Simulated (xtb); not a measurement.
**Energy and gradient calculation of CH$_{6}$BF$_{2}$N**

- system: CH$_{6}$BF$_{2}$N
- method: GFN2-xTB (xtb 6.7.1)

The geometry was optimised with GFN2-xTB.

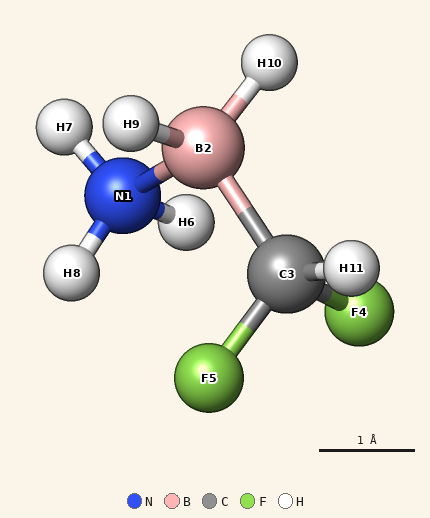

Fig. 1: The structure (ball-and-stick view, seen at a tilt; atoms are numbered from 1 in the order of the input).

**Input (start.xyz)**
```
11
CH6BF2N
N     -1.047230     0.128675     0.741462
B      0.371391     0.699552     0.183236
C      0.830149    -0.498493    -0.825084
F     -0.128392    -0.730946    -1.794973
F      0.907910    -1.709417    -0.160998
H     -1.653741    -0.019846    -0.061736
H     -1.482184     0.766013     1.399329
H     -0.861930    -0.767475     1.186045
H      1.117957     0.801948     1.096137
H      0.163009     1.703025    -0.409141
H      1.783072    -0.373047    -1.354286
```

Run on 1 thread of Intel Xeon @ 2.50GHz (Skylake/Cascade Lake), 189 GiB of memory available, shared host.

Launch command:
```bash
xtb start.xyz --grad --acc 0.1 > out.txt
```

**The program's output**
```
* xtb version 6.7.1
   ID    Z sym.   atoms
    1    7 N      1
    2    5 B      2
    3    6 C      3
    4    9 F      4, 5
    5    1 H      6-11

           -------------------------------------------------
          |                Calculation Setup                |
           -------------------------------------------------

          program call               : xtb start.xyz --grad --acc 0.1
          coordinate file            : start.xyz
          omp threads                :                     1

           -------------------------------------------------
          |                 G F N 2 - x T B                 |
           -------------------------------------------------

      * Hamiltonian:
        H0-scaling (s, p, d)           1.850000    2.230000    2.230000
        zeta-weighting                 0.500000
      * Dispersion:
        s8                             2.700000
        a1                             0.520000
        a2                             5.000000
        s9                             5.000000
      * Repulsion:
        kExp                           1.500000    1.000000
        rExp                           1.000000
      * Coulomb:
        alpha                          2.000000
        third order                    shell-resolved
        anisotropic                    true
        a3                             3.000000
        a5                             4.000000
        cn-shift                       1.200000
        cn-exp                         4.000000
        max-rad                        5.000000

          ...................................................
          :                      SETUP                      :
          :.................................................:
          :  # basis functions                  26          :
          :  # atomic orbitals                  26          :
          :  # shells                           16          :
          :  # electrons                        32          :
          :  max. iterations                   250          :
          :  Hamiltonian                  GFN2-xTB          :
          :  restarted?                      false          :
          :  GBSA solvation                  false          :
          :  PC potential                    false          :
          :  electronic temp.          300.0000000     K    :
          :  accuracy                    0.1000000          :
          :  -> integral cutoff          0.3500000E+02      :
          :  -> integral neglect         0.1000000E-08      :
          :  -> SCF convergence          0.1000000E-06 Eh   :
          :  -> wf. convergence          0.1000000E-04 e    :
          :  Broyden damping             0.4000000          :
          :  net charge                          0          :
          :  unpaired electrons                  0          :
          ...................................................

 iter      E             dE          RMSdq      gap      omega  full diag
   1    -18.8254911 -0.188255E+02  0.732E+00   10.76       0.0  T
   2    -18.9382140 -0.112723E+00  0.441E+00    9.68       1.0  T
   3    -18.9477347 -0.952070E-02  0.183E+00    9.39       1.0  T
   4    -18.9482443 -0.509664E-03  0.490E-01    9.38       1.0  T
   5    -18.9483683 -0.123948E-03  0.228E-01    9.40       1.0  T
   6    -18.9487363 -0.367997E-03  0.449E-02    9.39       1.0  T
   7    -18.9487414 -0.513398E-05  0.152E-02    9.40       2.0  T
   8    -18.9487417 -0.303102E-06  0.680E-03    9.40       4.4  T
   9    -18.9487420 -0.331908E-06  0.849E-04    9.40      35.5  T
  10    -18.9487420  0.253527E-08  0.514E-04    9.40      58.7  T
  11    -18.9487420 -0.227418E-08  0.324E-04    9.40      93.2  T
  12    -18.9487420 -0.148530E-08  0.144E-05    9.40    2096.5  T
  13    -18.9487420 -0.125056E-11  0.775E-06    9.40    3888.5  T

   *** convergence criteria satisfied after 13 iterations ***

         #    Occupation            Energy/Eh            Energy/eV
      -------------------------------------------------------------
         1        2.0000           -0.7955919             -21.6492
       ...           ...                  ...                  ...
        10        2.0000           -0.5081189             -13.8266
        11        2.0000           -0.4751708             -12.9301
        12        2.0000           -0.4637861             -12.6203
        13        2.0000           -0.4611281             -12.5479
        14        2.0000           -0.4377332             -11.9113
        15        2.0000           -0.4000022             -10.8846
        16        2.0000           -0.3904692             -10.6252 (HOMO)
        17                         -0.0449505              -1.2232 (LUMO)
        18                          0.0411418               1.1195
        19                          0.0508572               1.3839
        20                          0.1242565               3.3812
        21                          0.1302880               3.5453
       ...                                ...                  ...
        26                          0.4242985              11.5457
      -------------------------------------------------------------
                  HL-Gap            0.3455187 Eh            9.4020 eV
             Fermi-level           -0.2177099 Eh           -5.9242 eV

 SCC (total)                   0 d,  0 h,  0 min,  0.011 sec
 SCC setup                      ...        0 min,  0.000 sec (  1.124%)
 Dispersion                     ...        0 min,  0.000 sec (  0.632%)
 classical contributions        ...        0 min,  0.000 sec (  0.280%)
 integral evaluation            ...        0 min,  0.001 sec ( 12.205%)
 iterations                     ...        0 min,  0.006 sec ( 53.535%)
 molecular gradient             ...        0 min,  0.003 sec ( 30.336%)
 printout                       ...        0 min,  0.000 sec (  1.723%)

         :::::::::::::::::::::::::::::::::::::::::::::::::::::
         ::                     SUMMARY                     ::
         :::::::::::::::::::::::::::::::::::::::::::::::::::::
         :: total energy             -18.831470248375 Eh    ::
         :: gradient norm              0.000058108027 Eh/a0 ::
         :: HOMO-LUMO gap              9.402042373121 eV    ::
         ::.................................................::
         :: SCC energy               -18.948739324623 Eh    ::
         :: -> isotropic ES            0.070267596957 Eh    ::
         :: -> anisotropic ES          0.002119660258 Eh    ::
         :: -> anisotropic XC         -0.005936415570 Eh    ::
         :: -> dispersion             -0.004933825168 Eh    ::
         :: repulsion energy           0.117269076248 Eh    ::
         :: add. restraining           0.000000000000 Eh    ::
         :: total charge              -0.000000000000 e     ::
         :::::::::::::::::::::::::::::::::::::::::::::::::::::

           -------------------------------------------------
          |                Property Printout                |
           -------------------------------------------------

    * Orbital Energies and Occupations

         #    Occupation            Energy/Eh            Energy/eV
      -------------------------------------------------------------
         1        2.0000           -0.7955919             -21.6492
       ...           ...                  ...                  ...
         4        2.0000           -0.5884658             -16.0130
         5        2.0000           -0.5833116             -15.8727
         6        2.0000           -0.5793751             -15.7656
         7        2.0000           -0.5497699             -14.9600
         8        2.0000           -0.5329808             -14.5031
         9        2.0000           -0.5327024             -14.4956
        10        2.0000           -0.5081189             -13.8266
        11        2.0000           -0.4751708             -12.9301
        12        2.0000           -0.4637861             -12.6203
        13        2.0000           -0.4611281             -12.5479
        14        2.0000           -0.4377332             -11.9113
        15        2.0000           -0.4000022             -10.8846
        16        2.0000           -0.3904692             -10.6252 (HOMO)
        17                         -0.0449505              -1.2232 (LUMO)
        18                          0.0411418               1.1195
        19                          0.0508572               1.3839
        20                          0.1242565               3.3812
        21                          0.1302880               3.5453
        22                          0.1462798               3.9805
        23                          0.1772516               4.8233
        24                          0.2470707               6.7231
        25                          0.3659566               9.9582
        26                          0.4242985              11.5457
      -------------------------------------------------------------
                  HL-Gap            0.3455187 Eh            9.4020 eV
             Fermi-level           -0.2177099 Eh           -5.9242 eV

     #   Z          covCN         q      C6AA      α(0)
     1   7 N        3.395    -0.230    26.022     7.576
     2   5 B        3.573     0.141    19.499     7.274
     3   6 C        3.379     0.201    20.845     7.114
     4   9 F        0.785    -0.283    12.128     4.114
     5   9 F        0.785    -0.283    12.128     4.114
     6   1 H        0.860     0.228     0.976     1.547
     7   1 H        0.860     0.208     1.067     1.618
     8   1 H        0.860     0.228     0.976     1.547
     9   1 H        0.934    -0.121     6.365     3.945
    10   1 H        0.934    -0.121     6.365     3.945
    11   1 H        0.924     0.034     2.532     2.488

 Mol. C6AA /au·bohr⁶  :        928.279968
 Mol. C8AA /au·bohr⁸  :      18976.369316
 Mol. α(0) /au        :         45.282081

Wiberg/Mayer (AO) data.
largest (>0.10) Wiberg bond orders for each atom

 ---------------------------------------------------------------------------
     #   Z sym  total        # sym  WBO       # sym  WBO       # sym  WBO
 ---------------------------------------------------------------------------
     1   7 N    3.532 --     7 H    0.949     6 H    0.939     8 H    0.939
                             2 B    0.689
     2   5 B    3.539 --     9 H    0.967    10 H    0.967     3 C    0.886
                             1 N    0.689
     3   6 C    3.694 --    11 H    0.966     5 F    0.914     4 F    0.914
                             2 B    0.886
     4   9 F    0.988 --     3 C    0.914
     5   9 F    0.988 --     3 C    0.914
     6   1 H    0.948 --     1 N    0.939
     7   1 H    0.957 --     1 N    0.949
     8   1 H    0.948 --     1 N    0.939
     9   1 H    0.985 --     2 B    0.967
    10   1 H    0.985 --     2 B    0.967
    11   1 H    0.999 --     3 C    0.966
 ---------------------------------------------------------------------------

Topologies differ in total number of bonds
Writing topology from bond orders to xtbtopo.mol

molecular dipole:
                 x           y           z       tot (Debye)
 q only:       -1.391       0.611       1.248
   full:       -1.646       0.308       1.229       5.281
molecular quadrupole (traceless):
                xx          xy          yy          xz          yz          zz
 q only:        5.444       0.826      -4.735      -4.477      -1.926      -0.708
  q+dip:        6.330      -0.389      -6.190      -6.267      -1.553      -0.140
   full:        6.693      -0.031      -6.311      -6.481      -1.666      -0.383

           -------------------------------------------------
          | TOTAL ENERGY              -18.831470248375 Eh   |
          | GRADIENT NORM               0.000058108027 Eh/α |
          | HOMO-LUMO GAP               9.402042373121 eV   |
           -------------------------------------------------

------------------------------------------------------------------------
------------------------------------------------------------------------
 total:
 *  cpu-time:     0 d,  0 h,  0 min,  0.028 sec
 * ratio c/w:     0.959 speedup
 SCF:
 *  cpu-time:     0 d,  0 h,  0 min,  0.011 sec
 * ratio c/w:     0.989 speedup
```

**Standard error**
```
normal termination of xtb
```

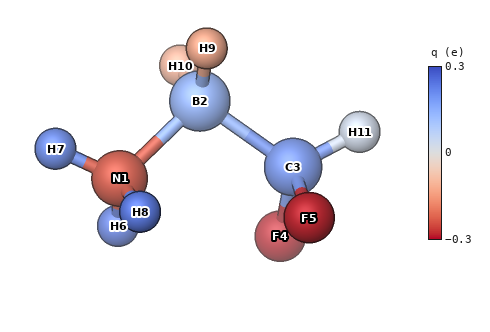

Fig. 2: Mulliken charges, as the colour of each atom (ball-and-stick view, seen at a tilt; atoms are numbered from 1 in the order of the input). By element: N −0.23, B +0.14, C +0.20, F −0.28 and H −0.12 to +0.23 e.

**Key numbers**

- outcome: converged
- electrons treated: 32
- total energy: −18.831470 hartree
- dispersion energy: −0.004934 hartree
- basis functions: 26
- largest force: 0.001 eV/Å
- HOMO: −10.63 eV
- LUMO: −1.22 eV
- dipole moment: 5.28 D
- peak memory: 0.071 GiB

**Remarks**

Settings chosen away from the usual ones: method = gfn2-xtb; task = gradient; x = {"accuracy": 0.1}; geo = {"prev": "A"}.
